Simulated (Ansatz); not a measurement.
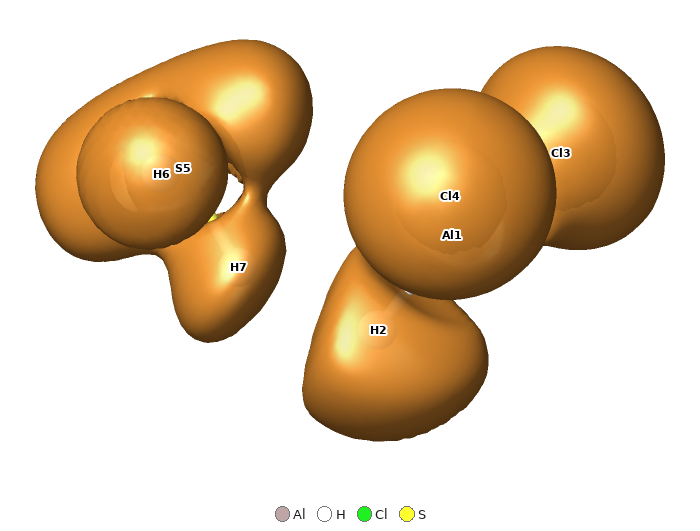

*AlCl$_{2}$H···H$_{2}$S. Isosurface of the electron localisation function at 0.75 (orange), seen from one side. Core shells and regions of very low density are left out.*

Not at a stationary point (largest force 0.8 eV/Å).

Theory: RKS r2SCAN-D4/def2-SVP in Ansatz.

```yaml
atoms:
  - { symbol: Al, position_ang: [0.1025, 0.2533, -0.1364] }
  - { symbol: H, position_ang: [0.0420, 0.0858, 1.4177] }
  - { symbol: Cl, position_ang: [1.8770, 0.7896, -1.1058] }
  - { symbol: Cl, position_ang: [-1.6654, 0.0888, -1.2586] }
  - { symbol: S, position_ang: [0.2260, -2.9811, 1.0531] }
  - { symbol: H, position_ang: [-1.0844, -3.1117, 0.7482] }
  - { symbol: H, position_ang: [0.0020, -1.7678, 1.6813] }
```

### Identify the bonds, lone pairs and shells in this picture.

At this value the surface marks out one region around a hydrogen nucleus, two regions on Cl in which the atom's valence shell and bonds are merged and one joined region spread over several atoms (H, S), in which their bonds and any lone pairs are merged. Along the contacts the grid gives the following. H2···H7 (1.87 Å): the ELF dips to about 0.15 between them. Al–Cl (2.09 Å): the ELF peaks at about 0.90 in the valence shell of Cl, 0.9 Å from its nucleus, and is about 0.80 at the midpoint.
